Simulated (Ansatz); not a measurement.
# Fields on a plane of ZrRu (CsCl type)

```xyz
2
Lattice="3.2084 0.0000 0.0000 0.0000 3.2084 0.0000 0.0000 0.0000 3.2084" Properties=species:S:1:pos:R:3 pbc="T T T"
Zr     1.6042     1.6042     1.6042
Ru     0.0000     0.0000     0.0000
```

The slice is a {100} plane (indices of the conventional cell) through the point (0.500, 0.500, 0.500) (fractional), spanned by u = [100] and v = [010] in vectors of this cell: u (3.21 Å) and v (3.21 Å, at 90° to u). It covers one period; positions are fractions (u, v).

Atoms on it: Zr at (0.00, 0.00).

These are LDA (plane waves to 420 eV, PAW, scalar-relativistic; Ansatz, a program for electronic structure) values and carry that method's errors. k mesh 14×14×14. These are valence fields of a PAW run, semicore shells included where kept as valence: close to a nucleus they are smooth pseudo fields. ZrRu is run without spin polarisation. ZrRu was relaxed with its symmetry unable to fall.

```
|999998642100000124689999|
|999997642100000124679999|
|999987531100000113578999|
|999875421000000012457899|
|887754321000000012345778|
|666543211000000011234566|
|444322110000000001122344|
|222111100000000000111122|
|111100000000000000000111|
|000000000000100000000000|
|000000000001110000000000|
|000000000011111000000000|
|000000000001110000000000|
|000000000000100000000000|
|111100000000000000000111|
|222111100000000000111122|
|444322110000000001122344|
|666543211000000011234566|
|887754321000000012345778|
|999875421000000012457899|
|999987531100000113578999|
|999997642100000124679999|
|999998642100000124689999|
|899998642100000124689999|
```
Scale: ten equal steps from -0.76 (start of '0') to 0.62 (end of '9'), in the order '0123456789'. Values: log₁₀ of the valence density in e/Å³. The map has 24 points along u (one character each, u = 0 at the left) and 24 along v (v = 0 in the bottom row). The scale is logarithmic, as a density can span decades between atoms and voids.

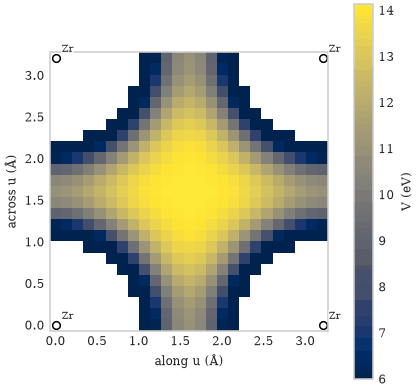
*Electrostatic potential energy of an electron, from the cell's mean, in eV, one period of the plane, atoms marked. Points within 1 Å of a nucleus are left white, as the pseudised field means little there. Values under 6 eV are set to 6. The zero, the cell's mean, hangs on the PAW cores.*
